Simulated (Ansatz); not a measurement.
# Surface energy of Al: 3 faces compared

Which of these faces of Al costs least, and does the order hold when functional or mesh changes?

Calculated with Ansatz 0.2.0: Kohn-Sham DFT, PBE, PAW (set soft_2), plane waves; cutoff 420 eV, fermi-dirac smearing of 0.1 eV. Each cell was relaxed with PBE at fixed cell edges, then solved at the other levels. Its free energy less that of as many atoms of bulk Al (16.485 Å³ an atom, mesh 14×14×14) is divided by the area of its two faces. Cutoffs: 420 eV for PBE and PBEsol; 500 eV for r2SCAN.

Al(321), as built: Slab of Al cut on (3 2 1), 12.4 Å thick, 1 x 1 surface cells, both faces free, 15 Å of vacuum; not relaxed. Lattice constants are starting values near those of PBE.

Al(221), as built: Slab of Al cut on (2 2 1), 12.8 Å thick, 2 x 1 surface cells, both faces free, 15 Å of vacuum; not relaxed. Lattice constants are starting values near those of PBE.

**Cells**

```
   cell  atoms  area (Å²)                    k-mesh  gain on relaxing (J/m²)  neighbours missing (per Å²)  work function (eV)
Al(221)     40      48.96  6×4×1 (relaxed on 4×3×1)                    0.024                        0.490                4.06
Al(331)     28      35.57  6×6×1 (relaxed on 4×4×1)                    0.023                        0.506                4.06
Al(321)     24      30.53  8×6×1 (relaxed on 5×4×1)                    0.036                        0.524                4.15
```

Neighbours are counted within 3.43 Å in the cell as cut, where a bulk atom has 12; the deficit is per area of both faces. The work function is the vacuum level over the Fermi level.

**Surface energy**

In J/m²:

| cell | PBE | PBE, denser mesh | r2SCAN | PBEsol |
| --- | --- | --- | --- | --- |
| Al(221) | 0.935 | 0.943 | 1.057 | 1.093 |
| Al(331) | 0.958 | 0.965 | 1.082 | 1.120 |
| Al(321) | 0.982 | 0.976 | 1.121 | 1.153 |

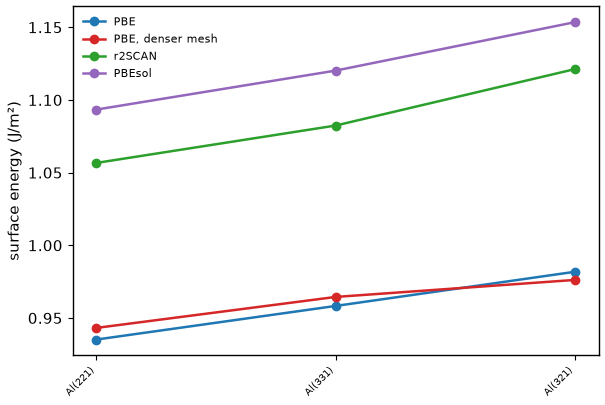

Surface energy by cell, in the order found with PBE.

**Findings**

With PBE the lowest is Al(221) (0.94 J/m²) and the highest Al(321) (0.98 J/m²), a ratio of 1.05. Al(331) lies within 0.023 J/m² of the lowest. PBE on a denser mesh shifts the values by -0.01 to +0.01 J/m² over 3 cells and reverses no pair. r2SCAN shifts the values by +0.12 to +0.14 J/m² over 3 cells and reverses no pair. PBEsol shifts the values by +0.16 to +0.17 J/m² over 3 cells and reverses no pair. A pair counts as reversed only if it differs by over 0.02 J/m² at both levels. The work function runs from 4.06 eV on Al(221) to 4.15 eV on Al(321).

Limits: The lattice constant is the typed one for every functional. Cells and bulk are sampled on unlike meshes, and thin cells carry size effects; differences of a few hundredths of a J/m² aren't resolved. No reconstruction was sought. Work functions of thin slabs are sensitive to thickness and mesh. These are free energies under a smearing of 0.1 eV, whose entropy term isn't removed. In some runs the program notes that positions were snapped to a detected symmetry and the exchange-correlation potential is rough where the density is thin.

[Logs are printed without paths, hosts, clocks, repeated set-up lines and the standing remarks that a program may print on its own settings, such as how far it seeks lower states.]

[Hosts, paths, dates, database ids (printed as entryN), source tags and the programs' standing remarks are cut or masked in the printed files.]
